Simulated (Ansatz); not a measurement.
| atom | x (Å) | y (Å) | z (Å) |
| --- | --- | --- | --- |
| Si | -0.0033 | 0.0029 | 0.5560 |
| Br | 2.1260 | -0.0318 | -0.1726 |
| Br | -1.0346 | 1.8547 | -0.2010 |
| Br | -1.0881 | -1.8257 | -0.1823 |

Geometry: PBE-D4/def2-SVPD.

Level of theory: Ansatz 0.2.0, UKS PBE0-D4/def2-TZVPD.

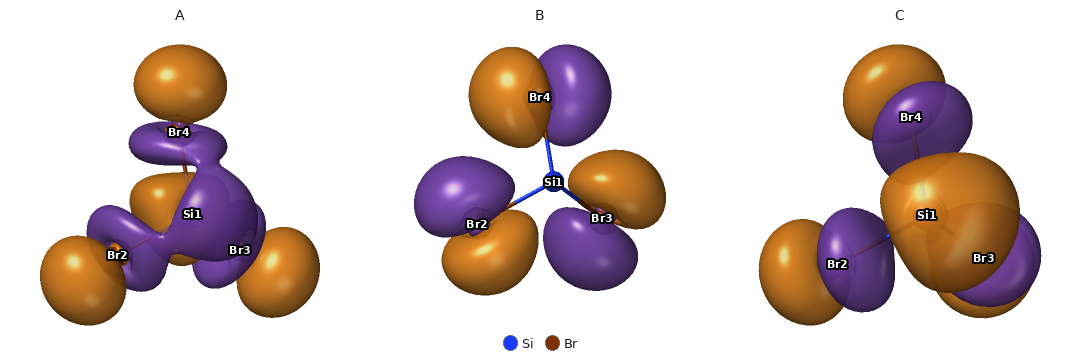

Br3Si (doublet). Three frontier orbitals at ±0.06 Å⁻³ᐟ² (orange and purple are the two phases), in no order.

Question: Which picture is the HOMO−1, the HOMO and the LUMO? All are α orbitals.

Answer: B is the HOMO−1 (α) (−8.69 eV). It lies mainly on Br2 (about 30 %), Br3 (about 30 %) and Br4 (about 30 %); largely a combination of lone pairs on Br2, Br3 and Br4. C is the HOMO (α) (−7.09 eV). It lies mainly on Si1 (about 50 %), Br2 (about 15 %), Br3 (about 15 %) and Br4 (about 15 %). A is the LUMO (α) (−1.36 eV). Its weight (Hirshfeld) is mainly on Si1 (about 40 %), Br2 (about 20 %), Br3 (about 20 %) and Br4 (about 20 %).

Question: What is the gap between the highest occupied and lowest empty α orbitals?

Answer: 5.73 eV between the orbital energies.
